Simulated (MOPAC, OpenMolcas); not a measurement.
# CH7BSi (SMILES CB[SiH3]): methods side by side

CH7BSi has 10 atoms, charge 0, and is taken as a singlet. SMILES: `CB[SiH3]`. The coordinates come from a PBE0-D4/def2-TZVP relaxation.

Each level gives the HOMO–LUMO gap (eV). The values are calculated.

```csv
level,kind,program,value (eV)
PM3,semi-empirical,MOPAC,10.76
HF/6-311+G**,Hartree–Fock,OpenMolcas,12.17
SVWN5/6-311+G**,LDA,OpenMolcas,3.77
BLYP/6-311+G**,GGA,OpenMolcas,4.02
r2SCAN/6-311+G**,meta-GGA,OpenMolcas,4.53
PBE0/6-311+G**,global hybrid,OpenMolcas,6.13
B2PLYP/6-311+G**,double hybrid,OpenMolcas,8.59
```

The values span 3.77 to 12.17 eV. Orbital gaps aren't excitation energies, and those of double hybrids come from the SCF part alone; they tend to grow with the share of exact exchange.

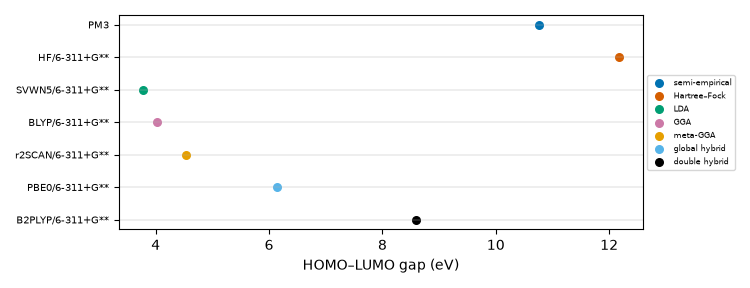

The values of the table, level by level.
